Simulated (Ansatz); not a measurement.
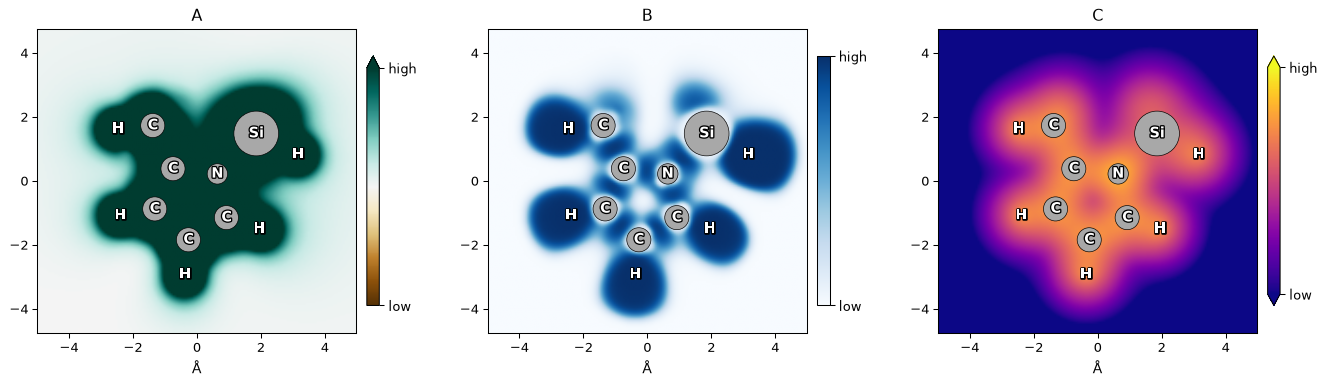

C5H8ClNSi: 3 fields on the plane of atoms C4, C5 and H14, with unlabelled colour scales. Grey discs cover the atomic cores.

Geometry: r2SCAN-D4/def2-SVP.

Computed with isolated molecule in a Gaussian basis; Kohn-Sham density functional theory, functional PBE0 in Ansatz.

```xyz
16

C    -0.8225   -0.0407    0.9476
C    -1.4144    0.8826   -0.0627
C    -2.6896    1.4011   -0.1623
C    -2.7354    2.2461   -1.3132
C    -1.4859    2.2235   -1.8848
Cl    2.2096    2.1309   -0.0561
N    -0.6653    1.3840   -1.1299
Si    1.0422    1.1247   -1.4405
H     0.0686    0.3924    1.4350
H    -1.5611   -0.2505    1.7333
H    -0.5215   -1.0086    0.5093
H    -3.5069    1.1895    0.5271
H    -3.5940    2.8068   -1.6807
H    -1.0997    2.7280   -2.7696
H     1.3687   -0.3166   -1.3230
H     1.3073    1.6723   -2.7917
```

> Match the panels to the quantities (electron density, electron localisation function and electrostatic potential).

Panel A: electrostatic potential (strongly positive close to the atoms and fading to about zero outside). Panel B: electron localisation function. Panel C: electron density. From the grid: C–C (1.37 Å): ρ is about 2.1 e/Å³ halfway; the ELF peaks at about 0.95 between the atoms, as expected for a covalent bond. C–N (1.40 Å): ρ is about 2.1 e/Å³ halfway; the ELF peaks at about 0.90 between the atoms: a covalent bond.
